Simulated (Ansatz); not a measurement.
**Profile along the Cu–Au line in Cu3Au (Cu3Au type)**

Cu3Au (Cu3Au type)

```
CELL_PARAMETERS angstrom
      3.78050     0.00000     0.00000
      0.00000     3.78050     0.00000
      0.00000     0.00000     3.78050
ATOMIC_POSITIONS crystal
  Cu 0.00000 0.50000 0.50000
  Cu 0.50000 0.00000 0.50000
  Cu 0.50000 0.50000 0.00000
  Au 0.00000 0.00000 0.00000
```

Fields along a shortest Cu–Au line of a {100} plane (2.67 Å), from Cu to Au, interpolated on the slice's grid (step about 0.2 Å). Method: PBE (plane waves to 420 eV, PAW, scalar-relativistic; Ansatz, an electronic-structure program). k mesh 12×12×12. Inside the PAW spheres the values are not all-electron values, and peaks at nuclei hang on which shells count as valence. Cu3Au is run without spin polarisation. Cu3Au was relaxed with its symmetry unable to fall. Spin-orbit coupling is left out, though Au is heavy.

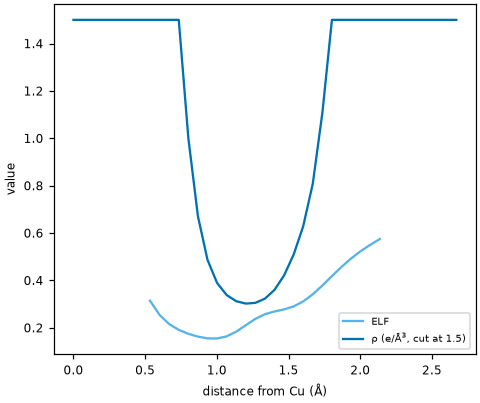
Fig. 1. ELF (away from the nuclei) and valence density from Cu to Au.

Density on the Cu–Au line (2.67 Å) at its density minimum, 1.2 Å from Cu: 0.30 e/Å³. ELF at that point: 0.2.
